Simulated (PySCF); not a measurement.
```yaml
atoms:
  - { symbol: Bi, position_ang: [0.0000, 0.0000, -0.6587] }
  - { symbol: As, position_ang: [0.0000, 0.0000, 1.8373] }
```

⟨S²⟩ = 0.81, above the pure value of 0.75; core potentials replace the inner electrons of Bi.

Level of theory: PySCF, PBE0/cc-pVDZ(-PP), non-relativistic Hamiltonian with scalar-relativistic core potentials where named, at a bond length of 2.496 Å.

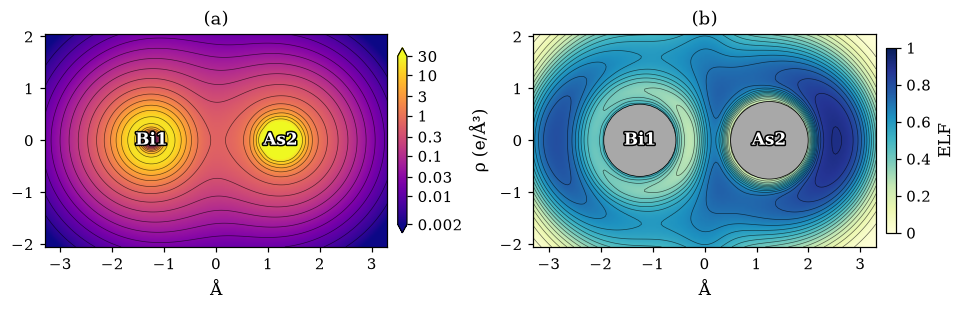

BiAs (charge +1, doublet). (a) electron density; (b) ELF on a plane that holds the molecular axis. Grey discs cover the atomic cores in the ELF map.

> What does the map show?

Atoms in the plane: Bi and As.
Bi–As (2.50 Å): ρ at the midpoint is about 0.61 e/Å³; the ELF peaks at about 0.65 in the valence shell of As, 1.1 Å from its nucleus, and drops to about 0.25 between the two atoms.
The ELF also peaks beside Bi1 and As2, away from the bonds: non-bonding electrons, paired or unpaired.
